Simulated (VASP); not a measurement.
Band structure of SnO (litharge). Calculation: PBE GGA with spin-orbit coupling, VASP's PBE PAW potentials (set 64) (plane waves; VASP).

Without a dispersion term in the relaxation, distances and binding between the weakly bound layers, chains or molecules are unreliable, and so is what depends on them.

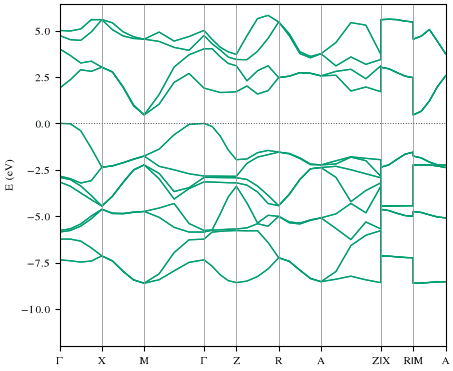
Fig. 1. Bands along high-symmetry lines, zero at the valence-band maximum or, without a gap, the Fermi level

Task: Read the plot: is there a gap, and where are the band edges?

Result: The gap is indirect, 0.46 eV, from the valence maximum at Γ to the conduction minimum at M.

Measured: gap 0.70 eV (computed value off by -0.24 eV), as given by David Waroquiers et al., Physical Review B (2013), arXiv:1302.6756.

The compound is SnO in the litharge structure. It was relaxed first, which changed the volume by +8 %.
